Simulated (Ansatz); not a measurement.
# Si$_{4}$: single-point calculation

The run: single-point calculation of Si$_{4}$. Method and program: RKS PBE0-D4/def2-TZVPP (Ansatz 0.2.0).

The geometry comes from this level: PBE0-D4/def2-TZVP.

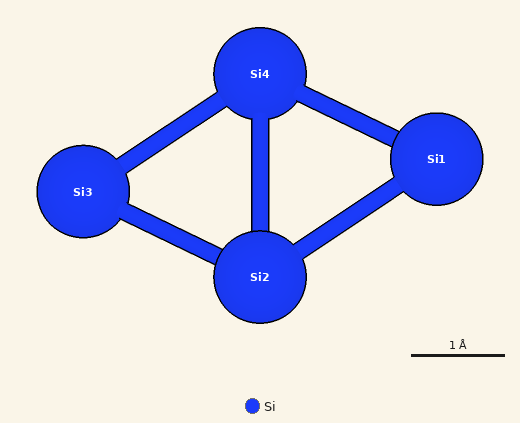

**Figure 1.** The structure (ball-and-stick view, seen at a tilt; atoms are numbered from 1 in the order of the input). Bond lengths as drawn: Si–Si 2.31 to 2.39 Å.

**Input**
```yaml
crystal:
  periodic: [false, false, false]
  atoms:
    - {symbol: Si, position_ang: [1.067466, -0.501881, 1.579597]}
    - {symbol: Si, position_ang: [-0.860313, 0.422166, 0.715518]}
    - {symbol: Si, position_ang: [-1.066093, 0.504722, -1.579622]}
    - {symbol: Si, position_ang: [0.858939, -0.424998, -0.715494]}
basis:
  gaussian: {orbitals: def2-TZVPP}
hamiltonian: {xc: pbe0, dispersion: d4}
output: {orbitals: {seedname: orbitals}}
```

Machine: 4 threads of Arm Neoverse V1, 23 GiB of memory available, shared host.

Run as:
```bash
ansatz run in.yaml --threads 4 --pin off --events-out ev --progress --plain --max-ram 10444MiB
```

**What the program printed**
```
Functional definition: PBE0
  name "PBE0"
  cite "Adamo & Barone, J. Chem. Phys. 110, 6158 (1999) doi:10.1063/1.478522"
  cite "Perdew, Burke & Ernzerhof, Phys. Rev. Lett. 77, 3865 (1996) doi:10.1103/PhysRevLett.77.3865"
  parent pbe
  parameter a = 0.25
  parameter kappa = 0.804
  parameter beta = 0.06672455060314922
  exchange = (1 - a)*pbe_x(kappa = kappa, mu = beta*pi^2/3) + a*exact_x
  correlation = pbe_c(beta = beta)
1164 factors; their error is unknown
mean field evaluation 1: about -31493.3030 eV, gradient 2.6e1 eV
mean field evaluation 2: about -31492.0739 eV, gradient 3.3e1 eV
mean field evaluation 4: about -31495.4825 eV, gradient 1.2e0 eV
mean field evaluation 8: about -31495.5460 eV, gradient 5.8e-3 eV
mean field -31495.54603769 eV, -1157.4399684374 hartree, gradient 4.0e-5 eV, S^2 0.000000; 0 other end points of the search recorded, 0 dependent functions left out
reference -31495.54606192 eV, -1157.4399693278 hartree; 28, 28 occupied and 140, 140 virtual orbitals, 1164 factors
Total energy: -31495.76585571 eV, -1157.4480466006 hartree
```

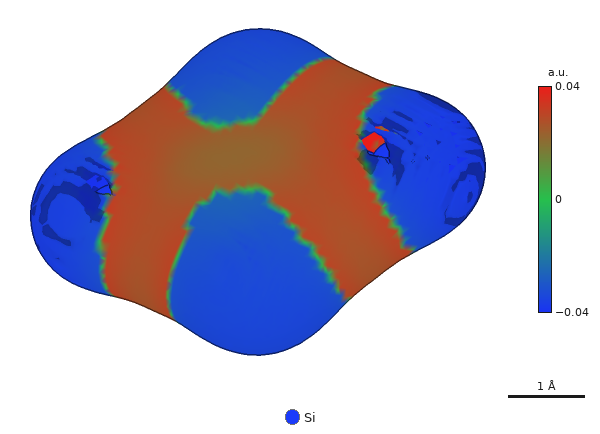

**Figure 2.** Non-covalent interaction (NCI) plot: the surface where the reduced density gradient is 0.6, for densities under 0.05 a.u., coloured by sign(λ₂)ρ; seen at a tilt. Broad surface: van der Waals contact with attractive (blue) spots.

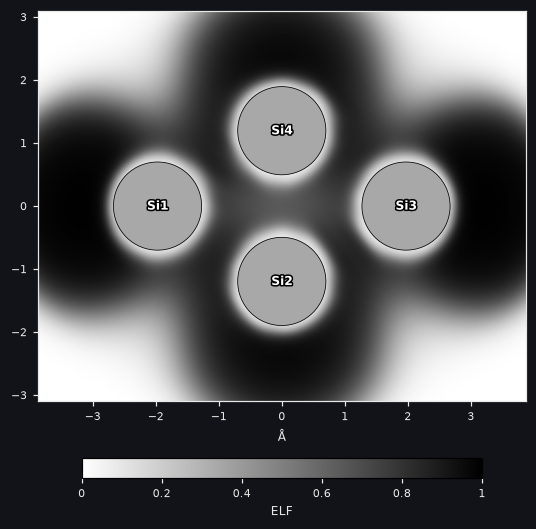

**Figure 3.** Electron localisation function on the molecular plane. Grey discs, where drawn, cover atomic cores. The section cuts through Si sites. Si–Si (2.39 Å): the ELF peaks at about 0.65 between the atoms.

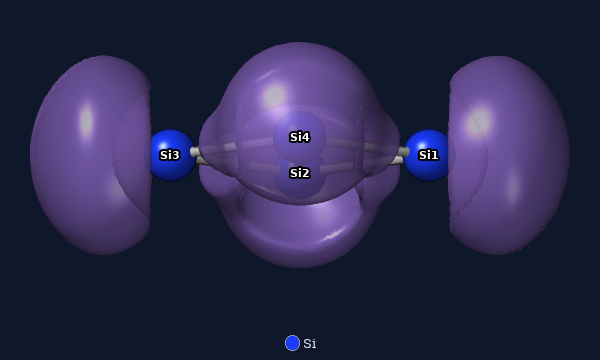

**Figure 4.** Isosurface of the ELF at 0.8 (purple), seen from the side. Core shells and regions of very low density are left out. Profiles from the grid: Si–Si (2.31 Å): the ELF peaks at about 0.85 between the atoms, which marks a shared electron pair. Si–Si (2.39 Å): the ELF peaks at about 0.65 between the atoms.

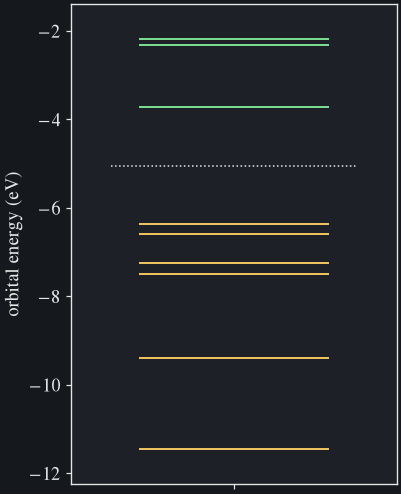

**Figure 5.** Orbital energies near the frontier; the dotted line parts filled from empty levels, and levels within 0.02 eV of each other stand side by side. Highest filled −6.37 eV, lowest empty −3.72 eV, 2.65 eV apart.

**Results in brief**

- outcome: converged
- total energy: −31495.7659 eV
- mean-field energy: −31495.5461 eV
- dispersion energy: −0.2198 eV
- SCF solution under orbital rotations: stable
- HOMO: −6.37 eV
- LUMO: −3.72 eV
- wall time: 1.5 s (CPU time 5.5 s)
- peak memory: 0.4 GiB
